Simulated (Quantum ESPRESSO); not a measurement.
# MnGe: magnetism against uniaxial strain, part 2 of 2

Aim: follow moments and order energies of MnGe with uniaxial strain.

Quantum ESPRESSO 7.5; LDA; plane waves with GBRV 1.5 LDA potentials, no spin-orbit coupling.

So far, absolute magnetization (μB): step 2 (factor along z 0.94, ferro ++++) 4.65; step 3 (factor along z 0.94, antiferro ++--) 3.15.

### 5. Factor along z 1.06, ferro ++++

pw.in

```
&CONTROL
  calculation = 'scf'
  prefix = 'pwscf'
  outdir = './tmp'
  pseudo_dir = './pseudo'
  disk_io = 'nowf'
  tprnfor = .true.
  tstress = .true.
/
&SYSTEM
  ibrav = 0
  celldm(1) = 8
  nat = 8
  ntyp = 2
  ecutwfc = 40
  ecutrho = 280
  nbnd = 79
  occupations = 'smearing'
  smearing = 'fd'
  degauss = 0.00367493
  nspin = 2
  starting_magnetization(1) = 0.2333
  starting_magnetization(2) = 0
/
&ELECTRONS
  conv_thr = 1.6d-08
  electron_maxstep = 150
  mixing_beta = 0.3
/
ATOMIC_SPECIES
Mn     54.9380 mn_lda_v1.5.uspp.F.UPF
Ge     72.6300 ge_lda_v1.4.uspp.F.UPF
CELL_PARAMETERS alat
   1.1161202151773    0.0000000000000    0.0000000000000
   0.0000000000000    1.1161202151773    0.0000000000000
   0.0000000000000    0.0000000000000    1.1830874280880
ATOMIC_POSITIONS crystal
Mn      0.6371118200    0.1371118200    0.3628881800
Mn      0.1371118200    0.3628881800    0.6371118200
Mn      0.3628881800    0.6371118200    0.1371118200
Mn      0.8628881800    0.8628881800    0.8628881800
Ge      0.3423633700    0.8423633700    0.6576366300
Ge      0.8423633700    0.6576366300    0.3423633700
Ge      0.6576366300    0.3423633700    0.8423633700
Ge      0.1576366300    0.1576366300    0.1576366300
K_POINTS automatic
6 6 6 0 0 0
```

On the command line:

```
$ OMP_NUM_THREADS=1 mpirun -n 4 pw.x -nk 4 -in pw.in > pw.out
```

The log of the run:

```text
     [... lines left out ...]
Program PWSCF v.7.5 starts
     [... lines left out ...]
     number of atoms/cell      =            8
     [... lines left out ...]
     number of electrons       =       116.00
     number of Kohn-Sham states=           79
     kinetic-energy cutoff     =      40.0000  Ry
     charge density cutoff     =     280.0000  Ry
     scf convergence threshold =      1.6E-08
     [... lines left out ...]
      4 Sym. Ops. (no inversion) found ( 3 have fractional translation)
     [... lines left out ...]
     number of k points=    64  Fermi-Dirac smearing, width (Ry)=  0.0037
     [... lines left out ...]
     iteration # 13     ecut=    40.00 Ry     beta= 0.30
     [... lines left out ...]
     Magnetic moment per site  (integrated on atomic sphere of radius R)
     atom   1 (R=0.240)  charge= 13.2469  magn=  2.0439
     atom   2 (R=0.240)  charge= 13.2469  magn=  2.0439
     atom   3 (R=0.240)  charge= 13.2469  magn=  2.0439
     atom   4 (R=0.240)  charge= 13.2469  magn=  2.0439
     atom   5 (R=0.240)  charge= 11.8786  magn= -0.0895
     atom   6 (R=0.240)  charge= 11.8786  magn= -0.0895
     atom   7 (R=0.240)  charge= 11.8786  magn= -0.0895
     atom   8 (R=0.240)  charge= 11.8786  magn= -0.0895
     [... lines left out ...]
     the Fermi energy is    14.8790 ev
!    total energy              =   -1697.14727418 Ry
     estimated scf accuracy    <          1.4E-09 Ry
     smearing contrib. (-TS)   =      -0.00249339 Ry
     [... lines left out ...]
     total magnetization       =     7.87 Bohr mag/cell
     absolute magnetization    =     9.15 Bohr mag/cell
     convergence has been achieved in  13 iterations
     [... lines left out ...]
     Total force =     0.028096     Total SCF correction =     0.000122
     [... lines left out ...]
          total   stress  (Ry/bohr**3)                   (kbar)     P=     -160.68
     [... lines left out ...]
```

It took 3 min on 4 MPI ranks of Intel Xeon 6975P-C (Granite Rapids), shared host; peak memory 1 GiB.

Read from the output:

| Quantity | Value |
| --- | --- |
| smearing term TS | 0.03392 eV |
| pressure | -16.07 GPa |
| magnetization | 7.866 μB |
| absolute magnetization | 9.152 μB |
| final state | ferromagnetic |
| largest moment | 2.044 μB |

### 6. A faulty input

As a test, an input with a fault in it is run.

Changes to pw.in since step 5:

```diff
@@ -11,3 +11,2 @@
   ibrav = 0
-  celldm(1) = 8
   nat = 8
@@ -23,6 +22,5 @@
   starting_magnetization(2) = 0
-/
 &ELECTRONS
   conv_thr = 1.6d-08
-  electron_maxstep = 150
+  electron_maxstep = 60
   mixing_beta = 0.3
@@ -32,6 +30,6 @@
 Ge     72.6300 ge_lda_v1.4.uspp.F.UPF
-CELL_PARAMETERS alat
-   1.1161202151773    0.0000000000000    0.0000000000000
-   0.0000000000000    1.1161202151773    0.0000000000000
-   0.0000000000000    0.0000000000000    1.1830874280880
+CELL_PARAMETERS angstrom
+   4.7250030600    0.0000000000    0.0000000000
+   0.0000000000    4.7250030600    0.0000000000
+   0.0000000000    0.0000000000    4.7250030600
 ATOMIC_POSITIONS crystal
```

The log of the run:

```text
     [... lines left out ...]
Program PWSCF v.7.5 starts
     Error in routine  read_namelists (1):
      bad line in namelist &system: "&ELECTRONS" (error could be in the previous line)
 %%%%%%%%%%%%%%%%%%%%%%%%%%%%%%%%%%%%%%%%%%%%%%%%%%%%%%%%%%%%%%%%%%%%%%%%%%%%%%
     stopping ...
```

The job ended after 0.61 s (4 MPI ranks; peak memory 0.05 GiB).

The input was rejected at the start.

The program's message: “read_namelists (1): bad line in namelist &system: "&ELECTRONS" (error could be in the previous line)”

The fault put into the input: a namelist without its slash.

### 7. Trends

The runs not shown differ from these in the moved quantity alone.

States, by row:

| c axis | ferro ++++ | antiferro ++-- | no spin polarisation |
| --- | --- | --- | --- |
| 0.94 | ferromagnetic | antiferromagnetic | non-magnetic |
| 0.97 | ferromagnetic | antiferromagnetic | non-magnetic |
| 1 | ferromagnetic | antiferromagnetic | non-magnetic |
| 1.03 | ferromagnetic | antiferromagnetic | non-magnetic |
| 1.06 | ferromagnetic | antiferromagnetic | non-magnetic |

The largest site moment by c axis:

| c axis (factor) | ferro ++++ (μB) | antiferro ++-- (μB) |
| --- | --- | --- |
| 0.9400 | 1.03 | 0.708 |
| 0.9700 | 1.58 | 0.947 |
| 1.0000 | 1.87 | 1.24 |
| 1.0300 | 1.97 | 1.56 |
| 1.0600 | 2.04 | 1.82 |

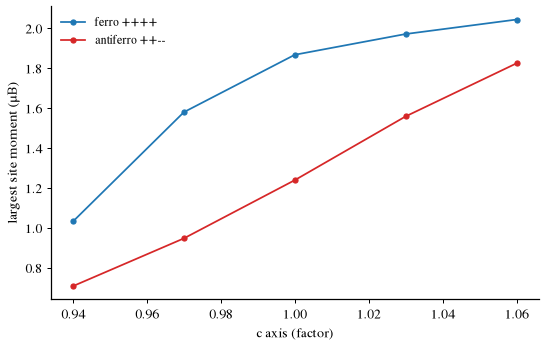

Largest site moment, plotted against c axis.

Table of energy less that of the parallel start by c axis; values in meV a seeded atom:

| c axis (factor) | antiferro ++-- | no spin polarisation |
| --- | --- | --- |
| 0.9400 | 29.1 | 36.2 |
| 0.9700 | 43.6 | 57.8 |
| 1.0000 | 64.7 | 91.6 |
| 1.0300 | 77.0 | 125 |
| 1.0600 | 76.0 | 156 |

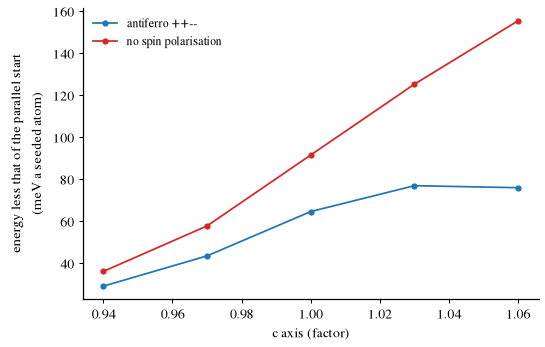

Energy less that of the parallel start against c axis.

Table of energy over the lowest by c axis; values in meV an atom:

| c axis (factor) | ferro ++++ | antiferro ++-- | no spin polarisation |
| --- | --- | --- | --- |
| 0.9400 | 3.31 | 17.9 | 21.4 |
| 0.9700 | 0 | 21.8 | 28.9 |
| 1.0000 | 15.6 | 47.9 | 61.4 |
| 1.0300 | 49.0 | 87.5 | 112 |
| 1.0600 | 96.7 | 135 | 174 |

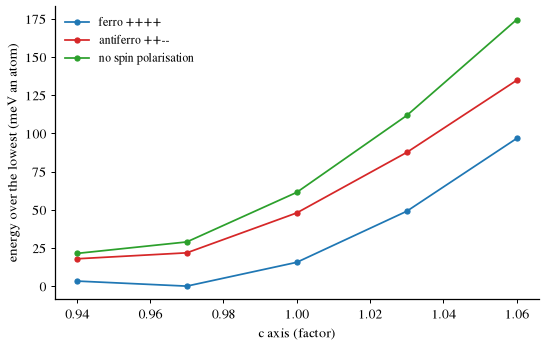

Energy over the lowest against c axis.

### 8. What came out

| Quantity | Value |
| --- | --- |
| moment, parallel start | 1.03 to 2.04 μB |
| states met from these starts | antiferromagnetic and ferromagnetic |

What this shows: The moment of the parallel start goes from 1.03 μB at 0.94 to 2.04 μB at 1.06. The net moment of the cell goes from 4.07 to 7.87 μB. The radius of the spheres follows the nearest distance, so part of the change of the site moments is the spheres'. The largest moment of the start antiferro ++-- lies between 0.708 and 1.82 μB. The start antiferro ++-- lies over the parallel one at every finished point, by 29.1 to 77.0 meV a seeded atom.

[Logs and program files are shortened in this print: banners, set-up blocks, solver, clock and traceback lines can be left out without a mark of their own.]

[Logs are printed without paths, hosts, clocks, repeated set-up lines and the standing remarks that a program may print on its own settings, such as how far it seeks lower states.]

[Hosts, paths, dates, database ids (printed as entryN), source tags and the programs' standing remarks are cut or masked in the printed files.]

[Where a cell is said to come from a database of computed structures, the database is the Materials Project.]
